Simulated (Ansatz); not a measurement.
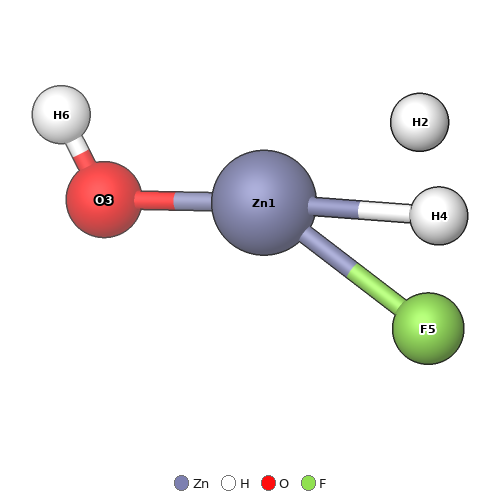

The system is the reacting system FH3OZn (fragments H₂OZn + FH where the first distance is long, FHOZn + H₂ where the second is long); the picture shows the reference structure. First axis: distance H2–H4 (bond that forms). Second axis: distance Zn1–H2 (bond that breaks). Relaxed at each point: all other coordinates. The scan uses an 11 × 11 grid. Points are written as (first, second). Energies: kJ/mol, counted from the lowest grid point. Energies and slopes of some neighbouring points disagree (a jump in structure or state, or too coarse a mesh). The reference is spin-restricted, so regions where a bond is pulled apart into radicals lie too high. Method: Ansatz 0.2.0, RKS PBE0-D4/def2-SVP.

Its coordinates:

```csv
atom,x (Å),y (Å),z (Å)
Zn,0.0380,-0.2306,-0.1085
H,-0.3330,1.3500,1.0858
O,0.2103,-1.9613,-0.4624
H,-0.1269,1.6733,0.1798
F,0.1592,1.6999,-0.9924
H,0.0524,-2.5313,0.2976
```

Range: distance H2–H4 (bond that forms) from 0.666 to 2.166 Å; distance Zn1–H2 (bond that breaks) from 1.377 to 2.577 Å.

What landscape does the calculation give?

The lowest grid point is at (0.750 Å, 2.577 Å). It lies on the edge of the grid, but the force there points inwards, so the minimum lies inside the range. The energy also falls towards the edge at (2.166 Å, 1.537 Å) (19 kJ/mol above the lowest), where a further well may lie outside the range. The highest grid point, (2.166 Å, 2.577 Å), lies 211 kJ/mol above the lowest.

```csv
"second ↓, first →",0.666,0.750,0.867,0.999,1.143,1.297,1.458,1.626,1.801,1.981,2.166
2.577,20,0,13,57,113,157,176,187,196,204,211
2.429,20,0,13,58,111,143,154,162,169,175,181
2.285,20,1,14,60,107,125,131,136,140,145,149
2.145,22,3,16,63,98,104,106,108,111,115,118
2.011,27,14,27,68,85,83,81,81,83,85,88
1.882,35,15,27,73,70,63,58,57,58,59,61
1.759,48,27,39,71,58,46,40,37,37,37,38
1.643,67,45,56,70,50,36,28,24,23,23,24
1.537,92,70,80,75,50,35,26,21,19,19,19
1.444,124,102,110,88,60,44,34,29,27,26,26
1.377,155,132,147,105,76,59,49,44,42,41,40
```

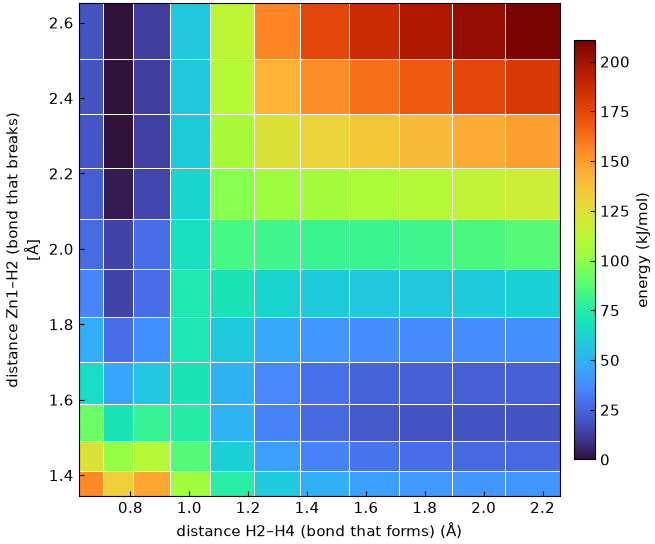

Drawn: one coloured cell a grid point.

Each point was launched as `ansatz run input.yaml --threads 1 --pin off --max-ram 2560MiB --backend cpu --events-out ev --progress --plain --runs-dir out`. Time for the 121 points that were run: 29 min on 1 thread of Arm Neoverse V1, with other jobs on the host.
